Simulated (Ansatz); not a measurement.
| atom | x (Å) | y (Å) | z (Å) |
| --- | --- | --- | --- |
| C | -0.9924 | 0.7461 | 1.5727 |
| As | -2.4653 | 0.8367 | -1.5796 |
| Si | -0.5861 | 0.3329 | -0.2165 |
| H | -1.1911 | 1.8223 | 1.6906 |
| H | -1.8835 | 0.1936 | 1.9074 |
| H | -0.1532 | 0.4792 | 2.2335 |
| H | 0.6369 | 1.0730 | -0.6585 |
| H | -0.3195 | -1.1322 | -0.3664 |
| H | -2.1915 | 2.3363 | -1.5037 |
| H | -1.6576 | 0.6916 | -2.8650 |

Geometry: PBE0-D3(BJ)/def2-SVP.

The calculation used isolated molecule in a Gaussian basis; Kohn-Sham density functional theory, functional PBE0 (Ansatz 0.2.0).

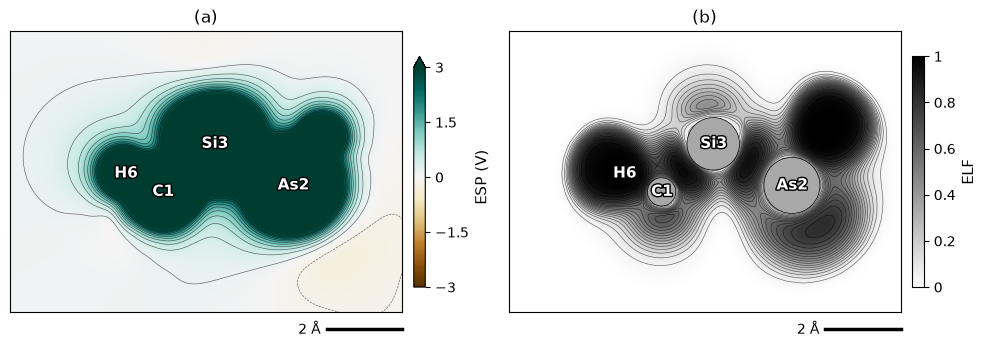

CH7AsSi (SMILES C[SiH2][AsH2]). (a) molecular electrostatic potential; (b) ELF on the plane of atoms Si3, C1 and H6. Grey discs cover the atomic cores in the ELF map.

> Interpret the plot.

- The plane passes through C, As, Si and H nuclei.
- C–Si (1.88 Å): the ELF peaks at about 0.95 between the atoms; a shared electron pair.
- Si–As (2.38 Å): the ELF peaks at about 0.95 between the atoms; a shared electron pair.
- C–H (1.10 Å): the ELF climbs to about 1 towards the hydrogen, as it does in any bond to H (an ordinary covalent bond to hydrogen).
- The ELF also peaks beside As2, away from the bonds: lone-pair regions.
- The potential has no marked negative region in this plane.
